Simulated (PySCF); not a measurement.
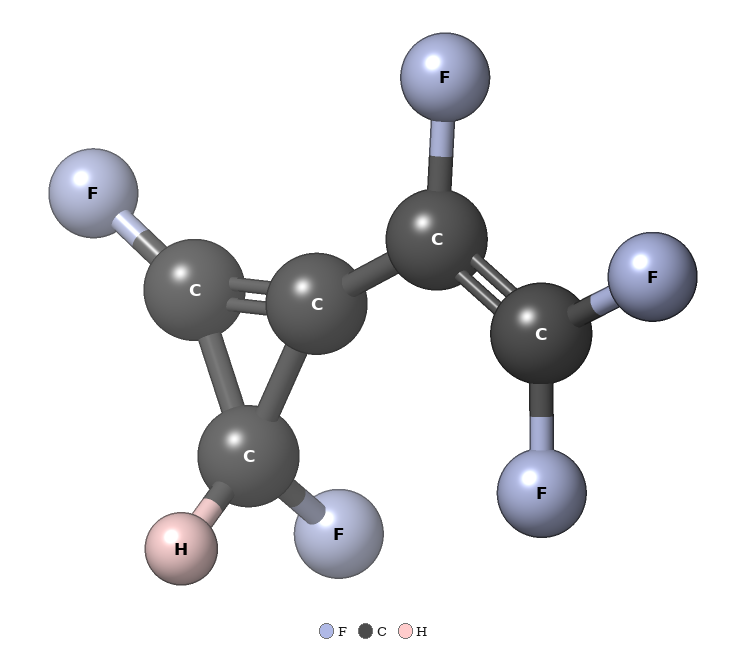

Orthographic view. Distant atoms are faded towards the background colour. The geometry was computed by an optimisation with PBE0-D3(BJ)/def2-SVP. No frequency run is at hand to confirm it as a minimum.

**Give the standard InChI.**

InChI=1S/C5HF5/c6-2-1(3(2)7)4(8)5(9)10/h2H/t2-/m0/s1
